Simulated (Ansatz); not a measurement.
C2H5In (charge −1, doublet)

```yaml
atoms:
  - { symbol: C, position_ang: [1.1647, -0.5874, 0.1595] }
  - { symbol: C, position_ang: [-0.1010, -0.2431, -0.2823] }
  - { symbol: In, position_ang: [-0.2303, 0.0219, 2.4628] }
  - { symbol: H, position_ang: [-0.8538, -1.0040, -0.4957] }
  - { symbol: H, position_ang: [1.4490, -1.6307, 0.3081] }
  - { symbol: H, position_ang: [1.9464, 0.1651, 0.2751] }
  - { symbol: H, position_ang: [-0.3516, 0.7905, -0.5269] }
  - { symbol: H, position_ang: [0.3694, 1.7956, 2.1262] }
```

Geometry: PBE0-D3(BJ)/def2-SVPD; core potentials replace the inner electrons of In; the highest occupied orbital lies above zero, a sign that basis and functional describe the outermost electron poorly.

Computed with isolated molecule in a Gaussian basis; Kohn-Sham density functional theory, functional PBE0 (Ansatz 0.2.0).

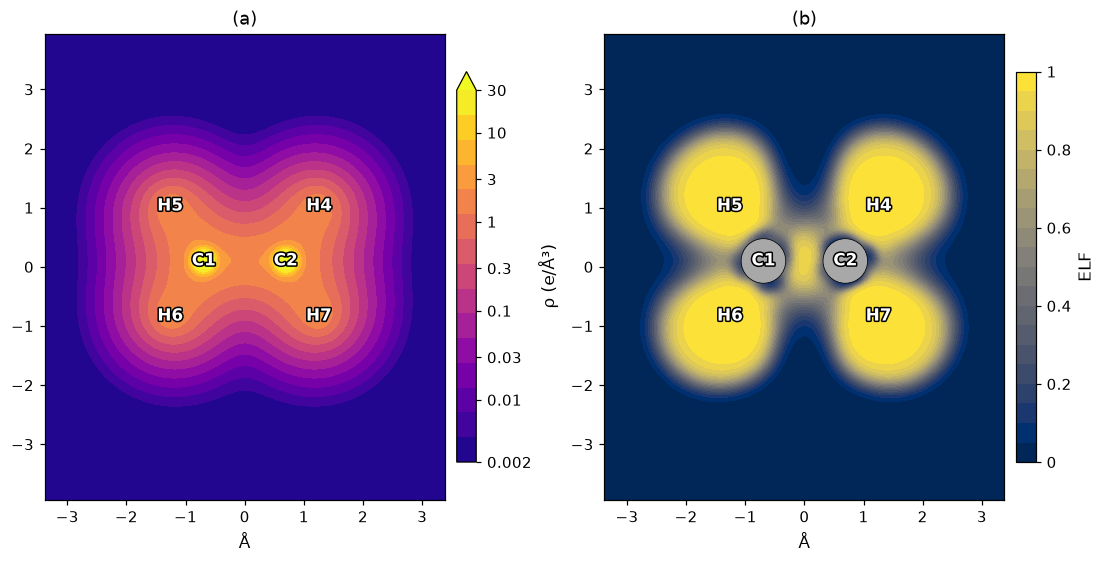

Figure 1. (a) electron density; (b) ELF on the plane of atoms C1, C2 and H7. Grey discs cover the atomic cores in the ELF map.

What does the map show?

Answer.
- The plane passes through C and H nuclei.
- C–C (1.38 Å): ρ at the midpoint is about 2.1 e/Å³; the ELF peaks at about 0.95 between the atoms, as expected for a covalent bond.
- C–H (1.09 Å): ρ at the midpoint is about 2 e/Å³; the ELF climbs to about 1 towards the hydrogen, as it does in any bond to H: a covalent bond by its length.

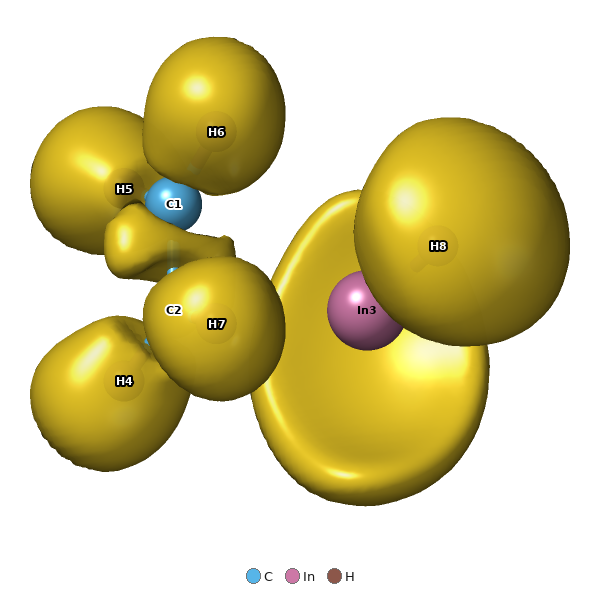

Figure 2. Isosurface of the ELF at 0.75 (yellow), seen at a tilt. Core shells and regions of very low density are left out.

What do the ELF domains correspond to?

Answer. At this value the surface marks out one region between bonded C–C atoms (shared pairs), five regions around hydrogen nuclei and one lobe on In, pointing away from the bonds (non-bonding electrons).

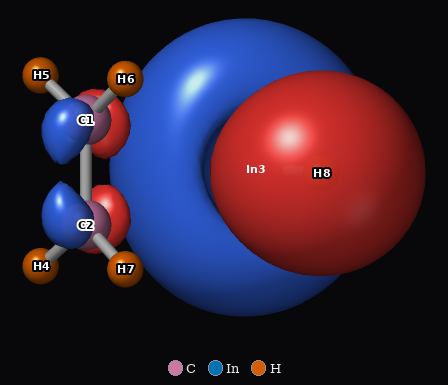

Figure 3. The HOMO−1 (α) at ±0.08 Å⁻³ᐟ² (blue and red are the two phases), seen across its widest extent.

Describe this orbital and give its energy.

Answer. By Hirshfeld shares it lies mainly on In3 (about 65 %) and H8 (about 25 %). Its energy is −0.47 eV.
